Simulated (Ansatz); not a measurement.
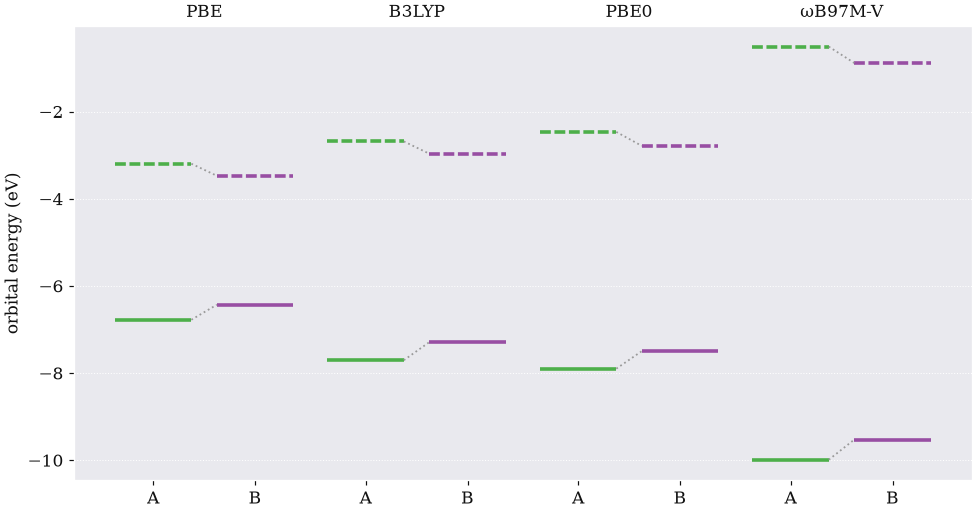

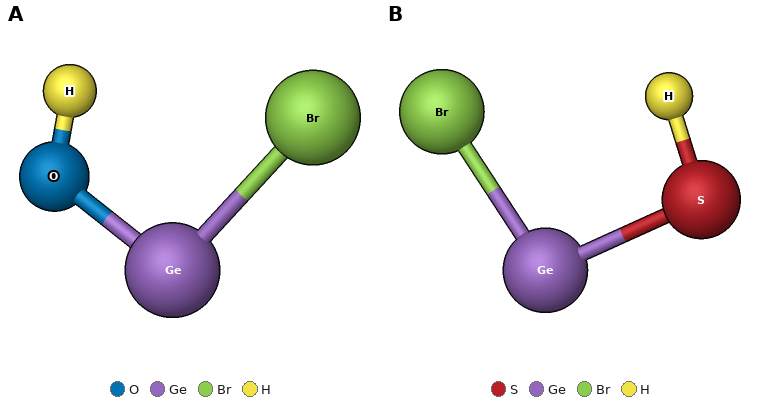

One change: A, GeHOBr (SMILES [OH][Ge][Br]), becomes B, GeHSBr (SMILES [SH][Ge][Br]). OH on Ge is replaced by SH. HOMO (solid) and LUMO (dashed) computed in def2-TZVPP at PBE0-D4/def2-TZVP geometries, both minima by their frequencies, gas phase, the Ansatz code 0.2.0.

### What does the change do to HOMO and LUMO?

PBE: the HOMO rises by 0.35 eV, the LUMO falls by 0.28 eV, and the separation goes from 3.58 to 2.96 eV. B3LYP: the HOMO rises by 0.42 eV, the LUMO falls by 0.28 eV, and the separation goes from 5.02 to 4.32 eV. PBE0: the HOMO rises by 0.40 eV, the LUMO falls by 0.32 eV, and the separation goes from 5.43 to 4.71 eV. ωB97M-V: the HOMO rises by 0.46 eV, the LUMO falls by 0.38 eV, and the separation goes from 9.48 to 8.64 eV.

### Do the functionals agree on the effect?

They agree on the direction for both levels; the HOMO shift lies between 0.35 and 0.46 eV and the LUMO shift between −0.38 and −0.28 eV, while the separations themselves differ by up to 5.9 eV between functionals.
